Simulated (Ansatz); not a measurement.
# Al₂P (quartet): inputs that go wrong

4 inputs are run for Al₂P (quartet) as typed; the log has to tell whether the result can be used and what must change.

The runs use Ansatz 0.2.0, Gaussian basis; the settings change from run to run.

38 further runs of the same task are left out: 14 for a known fault of the program, 11 that didn't finish, 13 set aside as unsound or not needed.

## 1. The geometry

The geometry is a PBE0/def2-TZVP stationary point (not a proven minimum).

3 atoms, charge 0, spin multiplicity 4.

Atoms are counted from 1 here; the program's logs count them from 0.

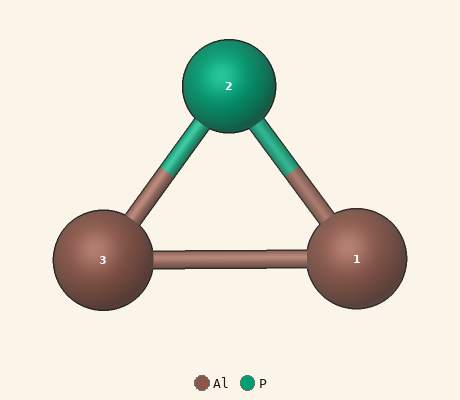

The structure; aluminium brown, phosphorus teal; atoms are numbered from 1 in the order of the file.

## 2. Attempt 1

in.yaml

```yaml
crystal:
  periodic: [false, false, false]
  atoms:
    - {symbol: Al, position_ang: [0.000000, -0.665301, -1.332700]}
    - {symbol: P, position_ang: [0.000000, 1.159099, 0.000000]}
    - {symbol: Al, position_ang: [0.000000, -0.665301, 1.332700]}
basis:
  gaussian: {orbitals: "6-31G*"}
magnetization: {spin_polarized: false, initial_magnetization: 3}
correlation: {method: sc_nevpt2, electrons: outside_noble_gas, active_space: {window: {electrons: 40, orbitals: 30}}}
```

Started as:

```console
> ansatz run in.yaml --threads 1 --pin off --events-out ev --progress --plain --max-ram 2393MiB
```

The log of the run:

```text
Functional definition: HF
  name "HF"
  cite "Fock, Z. Phys. 61, 126 (1930) doi:10.1007/BF01340294"
  parent pbe
  exchange = exact_x
  correlation = 0
495 factors; integrals over basis functions are off by at most 8.6e-4 eV
mean field evaluation 1: about -22433.9172 eV, gradient 1.0e1 eV
mean field evaluation 2: about -22433.9507 eV, gradient 1.0e1 eV
mean field evaluation 4: about -22434.8135 eV, gradient 2.2e0 eV
mean field evaluation 8: about -22434.9651 eV, gradient 6.2e-1 eV
mean field evaluation 16: about -22434.9857 eV, gradient 2.0e-6 eV
mean field evaluation 32: about -22433.3082 eV, gradient 4.1e-3 eV
mean field evaluation 64: about -22434.2470 eV, gradient 1.9e-3 eV
mean field evaluation 96: about -22434.3080 eV, gradient 3.7e0 eV
mean field evaluation 128: about -22434.8243 eV, gradient 2.8e0 eV
mean field -22434.98574726 eV, -824.4705192321 hartree, gradient 1.9e-6 eV, S^2 3.750000; 10 other end points of the search recorded, 0 dependent functions left out
reference -22434.98574726 eV, -824.4705192321 hartree; 22, 19 occupied and 35, 38 virtual orbitals, 495 factors
Error: 40 electrons in 30 orbitals form no window around the highest filled level of the reference
```

It took 7.5 s on 1 thread of AMD EPYC, shared host.

Diagnosis: The run stopped with an error. The active window can't be built from these electrons and orbitals. Cure: choose counts that fit the spin, the electrons and the basis.

## 3. Attempt 2

in.yaml

```yaml
crystal:
  periodic: [false, false, false]
  atoms:
    - {symbol: Al, position_ang: [0.000000, -0.352077, -0.705265]}
    - {symbol: P, position_ang: [0.000000, 0.613395, 0.000000]}
    - {symbol: Al, position_ang: [0.000000, -0.352077, 0.705265]}
basis:
  gaussian: {orbitals: cc-pVDZ, point_charges: [{charge: -0.50, position_ang: [4.689, 0.348, -0.851]}]}
magnetization: {spin_polarized: false, initial_magnetization: 3}
hamiltonian: {pseudopotentials: {relativity: none}}
correlation: {method: sc_nevpt2, electrons: outside_noble_gas, active_space: {window: {electrons: 5, orbitals: 4}, states: [{multiplicity: 4, weights: [0.5, 1, 1]}], root: 2}}
```

The command is unchanged.

The log of the run (excerpt; [...] marks lines left out):

```text
Functional definition: HF
  name "HF"
  cite "Fock, Z. Phys. 61, 126 (1930) doi:10.1007/BF01340294"
  parent pbe
[...]
1029 factors; integrals over basis functions are off by at most 1.0e-7 eV
[...]
mean field -22354.12035449 eV, -821.4987708605 hartree, gradient 1.9e-6 eV, S^2 3.750000; 2 other end points of the search recorded, 0 dependent functions left out
reference -22354.12035449 eV, -821.4987708605 hartree; 22, 19 occupied and 32, 35 virtual orbitals, 1029 factors
state -22353.71250762 eV, -821.4837827643 hartree
state -22348.52394757 eV, -821.2931066996 hartree
state -22346.51976359 eV, -821.2194542967 hartree
state -22353.71250762 eV, -821.4837827643 hartree; corrected -22358.69334437 eV, -821.6668251388 hartree
state -22348.52394757 eV, -821.2931066996 hartree; corrected -22353.48673686 eV, -821.4754858421 hartree
state -22346.51976359 eV, -821.2194542967 hartree; corrected -22351.46187276 eV, -821.4010734588 hartree
Total energy: -22351.46187276 eV, -821.4010734588 hartree
```

Wall time 11 s (1 thread of AMD EPYC, shared host).

**Diagnosis.** The run converged, which proves nothing about the input. The coordinates are scaled by the bohr-ångström factor. The shortest distance is 1.20 Å, against 2.26 Å in the geometry of step 1. Its energy belongs to another geometry. To mend it, restore the coordinates in ångström.

## 4. Attempt 3

in.yaml

```yaml
crystal:
  periodic: [false, false, false]
  atoms:
    - {symbol: Al, position_ang: [0.000000, -0.665301, -1.332700]}
    - {symbol: P, position_ang: [0.000000, 1.159099, 0.000000]}
    - {symbol: Al, position_ang: [0.000000, -0.665301, 1.332700]}
basis:
  gaussian: {orbitals: cc-pVDZ}
magnetization: {spin_polarized: false, initial_magnetization: 3}
correlation: {active_space: {window: {electrons: 5, orbitals: 5}, states: [{multiplicity: 4, irrep: 12, weights: [1]}]}}
scf: {omitted_lower_state_checks: [cluster_reference]}
```

The command is unchanged.

The log of the run:

```text
Functional definition: HF
  name "HF"
  cite "Fock, Z. Phys. 61, 126 (1930) doi:10.1007/BF01340294"
  parent pbe
  exchange = exact_x
  correlation = 0
these checks for a lower state are left out or cut short: cluster_reference
the irreps are read with x along [1.000, 0.000, 0.000], y along [0.000, 0.000, 1.000] and z along [-0.000, -1.000, -0.000] of the geometry given
1044 factors; integrals over basis functions are off by at most 1.4e-7 eV
mean field evaluation 1: about -22435.1027 eV, gradient 9.2e0 eV
mean field evaluation 2: about -22435.3481 eV, gradient 9.4e0 eV
mean field evaluation 4: about -22436.1474 eV, gradient 2.2e0 eV
mean field evaluation 8: about -22436.3152 eV, gradient 7.1e-1 eV
mean field evaluation 16: about -22436.3431 eV, gradient 2.6e-4 eV
mean field evaluation 32: about -22433.2518 eV, gradient 1.3e1 eV
mean field evaluation 64: about -22435.5409 eV, gradient 1.6e-2 eV
mean field evaluation 96: about -22435.5622 eV, gradient 4.1e0 eV
mean field evaluation 128: about -22435.4611 eV, gradient 5.4e-1 eV
mean field -22436.34306544 eV, -824.5203997552 hartree, gradient 9.5e-6 eV, S^2 3.750000; 10 other end points of the search recorded, 0 dependent functions left out
reference -22436.34306544 eV, -824.5203997552 hartree; 22, 19 occupied and 32, 35 virtual orbitals, 1044 factors
Error: the irrep 12 is not accepted for these orbitals, which take A1, B1, B2, A2, or 1 to 4
```

Run time: 11 s. Hardware: 1 thread of AMD EPYC, shared host.

**Diagnosis.** The run stopped with an error. The symmetry label isn't in the molecule's group. To mend it, name an irrep that the log lists.

## 5. Attempt 4

in.yaml

```yaml
crystal:
  periodic: [false, false, false]
  atoms:
    - {symbol: Al, position_ang: [0.000000, -0.665301, -1.332700]}
    - {symbol: P, position_ang: [0.000000, 1.159099, 0.000000]}
    - {symbol: Al, position_ang: [0.000000, -0.665301, 1.332700]}
basis:
  gaussian: {orbitals: "6-31G*"}
magnetization: {spin_polarized: true, initial_magnetization: 9}
correlation: {method: bccd_t, electrons: outside_noble_gas}
output: {forces: true}
```

Launched as before.

The log of the run (excerpt; [...] marks lines left out):

```text
Functional definition: HF
  name "HF"
  cite "Fock, Z. Phys. 61, 126 (1930) doi:10.1007/BF01340294"
  parent pbe
[...]
495 factors; integrals over basis functions are off by at most 8.6e-4 eV
[...]
mean field -22423.74446456 eV, -824.0574097127 hartree, gradient 1.2e-6 eV, S^2 24.751766; 14 other end points of the search recorded, 0 dependent functions left out
determinant -22423.74446456 eV, -824.0574097127 hartree, with singles and doubles -22426.87598686 eV, -824.1724910346 hartree
determinant -22423.25426018 eV, -824.0393950339 hartree, with singles and doubles -22426.66296124 eV, -824.1646624874 hartree
determinant -22422.73265430 eV, -824.0202263716 hartree, with singles and doubles -22425.98643445 eV, -824.1398005863 hartree
determinant -22421.48141620 eV, -823.9742442193 hartree, with singles and doubles -22424.88127269 eV, -824.0991866410 hartree
[...]
15 core orbitals not correlated: weight in the atoms' cores, before any rotation towards them, 1.000 or more for the frozen orbitals, at most 0.000 for the correlated occupied ones
reference -22423.74446456 eV, -824.0574097127 hartree; 10, 1 occupied and 32, 41 virtual orbitals, 495 factors
second order -2.47837656 eV of doubles, -0.00000000 eV of singles
cycle   1  -3.13142109 eV  change    2.2e-4 eV  update   4.1e-3
[...]
cycle  13  -3.13021013 eV  change    5.2e-8 eV  update   6.4e-8
perturbative correction -0.08014247 eV, -0.0029451815 hartree
[...]
Total energy: -22426.95481716 eV, -824.1753879946 hartree
Atom 0 at     0.000000    -0.665301    -1.332700 Å, force     0.000000    -3.122035    -4.753130 eV/Å
Atom 1 at     0.000000     1.159099     0.000000 Å, force     0.000000     6.244070     0.000000 eV/Å
Atom 2 at     0.000000    -0.665301     1.332700 Å, force     0.000000    -3.122035     4.753130 eV/Å
Dipole moment:     0.000000     0.945087     0.000000 e Å
```

Run time: 32 s. Hardware: 1 thread of AMD EPYC, shared host.

**Diagnosis.** The run converged, which proves nothing about the input. Far too many unpaired electrons are asked for. Its energy belongs to the state of multiplicity 10, not to the quartet that was meant. To mend it, set initial_magnetization to that of the wanted state.

## 6. Summary

```csv
attempt,level,ended,cause,time
1,"NEVPT2(40,30)/6-31G*",stopped by an error,the active window can't be built from these electrons and orbitals,7.5 s
2,"NEVPT2(5,4)/cc-pVDZ",converged,the coordinates are scaled by the bohr-ångström factor,11 s
3,"CASSCF(5,5)/cc-pVDZ",stopped by an error,the symmetry label isn't in the molecule's group,11 s
4,BCCD(T) on UHF/6-31G*,converged,far too many unpaired electrons are asked for,32 s
```

2 stopped by an error, 2 converged. The input that converges on a wrong geometry or spin is the dangerous one: no error points at it, so geometry and ⟨S²⟩ have to be checked.
